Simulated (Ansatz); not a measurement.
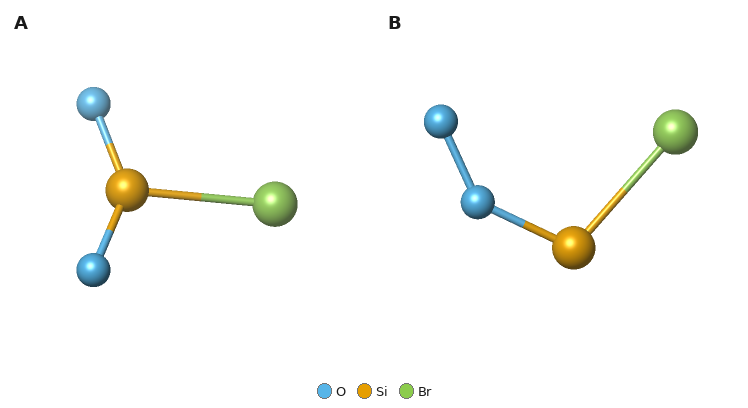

2 stationary structures of one formula. Charge −1, singlet. Geometries: PBE-D4/def2-SVPD. Electronic energies: PBE-D4/def2-SVPD (Ansatz 0.2.0), without zero-point energy. No frequency run is at hand to confirm each as a minimum.

> Which structure is the most stable?

A is lowest (C2v); B lies 4.639 eV above it (Cs).
